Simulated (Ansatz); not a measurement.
# C2H8AlBSi: small, medium and large basis sets

How large a basis does C2H8AlBSi need? Two functionals are run in growing sets.

Program: Ansatz 0.2.0, Gaussian basis. Level of theory: one geometry, several basis sets. These are calculated values, not measurements.

Plan: PBE0-D4/def2-SVP; ωB97M-V/def2-SVP; PBE0-D4/def2-QZVPP; ωB97M-V/def2-QZVPP; the functionals' def2-TZVPP values are taken from earlier runs.

## Step 1: Structure used throughout

The geometry comes from an earlier relaxation with PBE0-D4 in a triple-zeta def2 set; it is a stationary point, not always the lowest conformer.

SMILES `[AlH2][SiH]1CBC1`, 13 atoms, charge 0, spin multiplicity 1.

Atoms are counted from 1 here; the program's logs count them from 0.

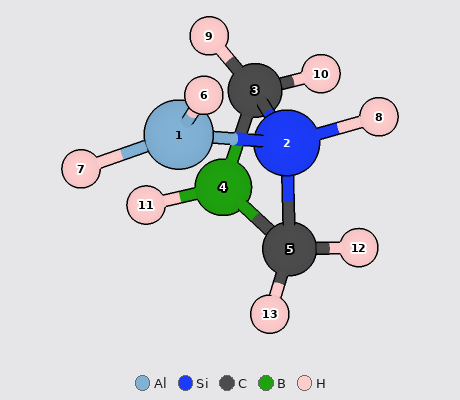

The structure; aluminium light blue, silicon blue, carbon dark grey, boron green, hydrogen pink; atoms are numbered from 1 in the order of the file.

## Step 2: PBE0-D4 in def2-SVP

The input, in.yaml:

```yaml
crystal:
  periodic: [false, false, false]
  atoms:
    - {symbol: Al, position_ang: [-2.487045, -0.000091, 0.250274]}
    - {symbol: Si, position_ang: [-0.112633, -0.360239, 0.697290]}
    - {symbol: C, position_ang: [1.107030, 1.141565, 0.426335]}
    - {symbol: B, position_ang: [1.082797, 0.418394, -0.938386]}
    - {symbol: C, position_ang: [1.002452, -1.108404, -0.717507]}
    - {symbol: H, position_ang: [-3.598818, -0.339836, 1.333670]}
    - {symbol: H, position_ang: [-2.919654, 0.597249, -1.155568]}
    - {symbol: H, position_ang: [0.220279, -1.026684, 1.986586]}
    - {symbol: H, position_ang: [0.822909, 2.185857, 0.509230]}
    - {symbol: H, position_ang: [1.886968, 0.878790, 1.145111]}
    - {symbol: H, position_ang: [0.602074, 0.935370, -1.909259]}
    - {symbol: H, position_ang: [1.774620, -1.589900, -0.112479]}
    - {symbol: H, position_ang: [0.639221, -1.766569, -1.500398]}
basis:
  gaussian: {orbitals: def2-SVP}
hamiltonian: {xc: pbe0, dispersion: d4}
output: {orbitals: {seedname: orbitals}}
```

Launch:

```console
$ ansatz run in.yaml --threads 4 --pin off --events-out ev --progress --plain --max-ram 10444MiB
```

After this run come: ωB97M-V in def2-SVP; PBE0-D4 in def2-QZVPP; ωB97M-V in def2-QZVPP.

Q: Predict the results of all the runs planned. Wanted: PBE0-D4: double and triple zeta above quadruple; ωB97M-V: double and triple zeta above quadruple.

As calculated:

```
                                       quantity          value
PBE0-D4: double and triple zeta above quadruple  8.77, 0.63 eV
ωB97M-V: double and triple zeta above quadruple  8.95, 0.60 eV
```

In words: PBE0-D4 gains 8.14 eV from double to triple zeta, then 0.63 eV more. Total energies overstate the basis error of differences, where much of it tends to cancel.
